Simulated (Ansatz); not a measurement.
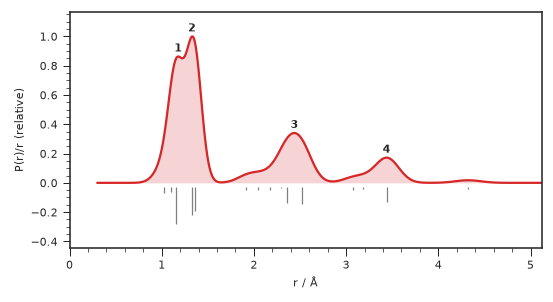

Simulated gas electron diffraction: radial distribution curve of C2H2NO (spin multiplicity 2). Each pair of atoms contributes with weight ZᵢZⱼ/r (bars below the curve); damping constant 0.002 Å²; vibrational amplitudes assumed, not computed: 0.05 Å for bonds, 0.078 Å for bonds to H, 0.06 + 0.015 r up to 0.15 Å for other pairs. The geometry is the end point of an optimisation (UKS PBE0-D4/def2-SVP in Ansatz); it may be a saddle point or a higher isomer. SMILES: N=C[C]=O.

Which pairs of atoms lie under the numbered peaks? Mark bonded pairs by – and others by ···.

Peak 1, 1.18 Å: N–H 1.02 Å, C–H 1.10 Å, O–C 1.16 Å, not resolved
Peak 2, 1.33 Å: N–C 1.33 Å, C–C 1.36 Å
Peak 3, 2.44 Å: N···C 2.36 Å, O···C 2.52 Å, not resolved; in its flanks C···H 1.91–2.04 Å
Peak 4, 3.44 Å: C···H 3.19 Å, O···N 3.44 Å, not resolved; in its flanks O···H 3.08 Å
